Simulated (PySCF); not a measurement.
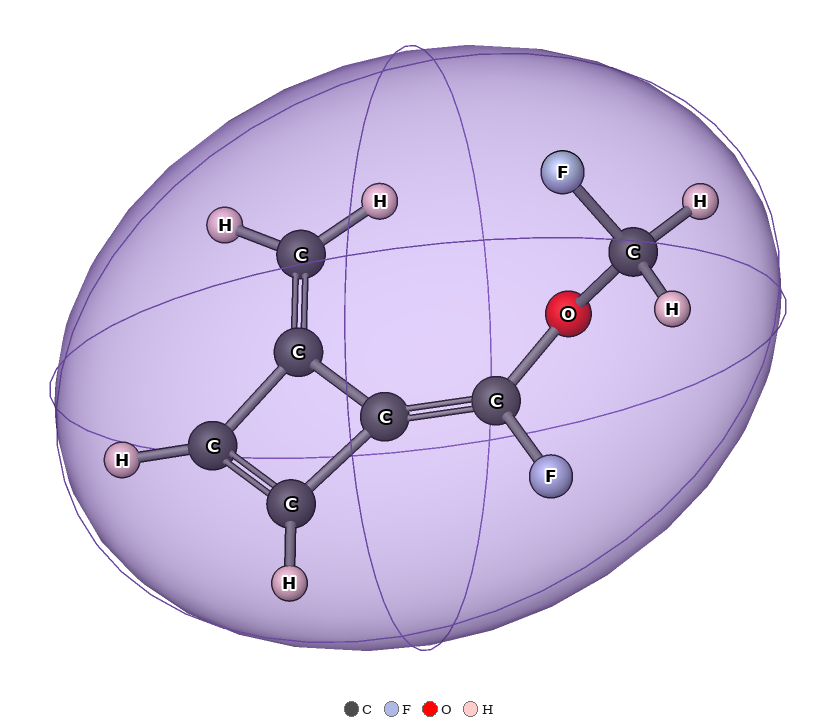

The ellipsoid shows the static dipole polarisability: its half-axes are proportional to the principal values. The computed structure is the end point of a GFN2-xTB optimisation. No frequency run is at hand to confirm it as a minimum. Computed with PBE0/def2-SVPD (PySCF 2.14.0).

How large and how anisotropic is the polarisability?

Principal values 57.4, 101.7, 118.5 bohr³; mean 92.5 bohr³ (13.71 Å³); anisotropy 54.7 bohr³, so the longest axis is 2.07 times the shortest.
